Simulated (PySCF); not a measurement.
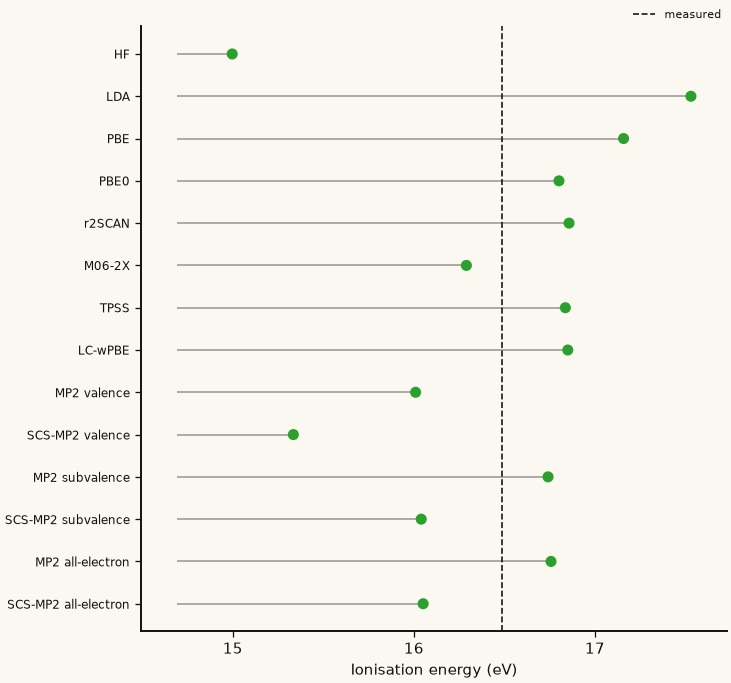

The ionisation energy of Cr⁺ ([Ar] 3d⁵ → [Ar] 3d⁴) across levels of theory. PySCF, aug-cc-pwCVTZ-DK, spin-free X2C-1e, unrestricted single determinants, no spin-orbit coupling. Methods marked “valence” freeze 18 core electrons; methods marked “subvalence” freeze 10 core electrons; methods marked “all-electron” freeze no core electrons.

Question: Summarise the spread and list the values.

Answer: The values run from 15.00 eV (HF) to 17.53 eV (LDA). The measured value is 16.49 eV; nearest to it come M06-2X (−0.20) and MP2 subvalence (+0.25), furthest HF (−1.49 eV). These values lack spin-orbit coupling; with the first-order correction of −0.053 eV added, MP2 subvalence comes nearest (+0.20).

```
              Method  Ionisation energy (eV)
                  HF                   15.00
                 LDA                   17.53
                 PBE                   17.16
                PBE0                   16.80
              r2SCAN                   16.86
              M06-2X                   16.29
                TPSS                   16.84
             LC-wPBE                   16.85
         MP2 valence                   16.01
     SCS-MP2 valence                   15.33
      MP2 subvalence                   16.74
  SCS-MP2 subvalence                   16.04
    MP2 all-electron                   16.76
SCS-MP2 all-electron                   16.05
```
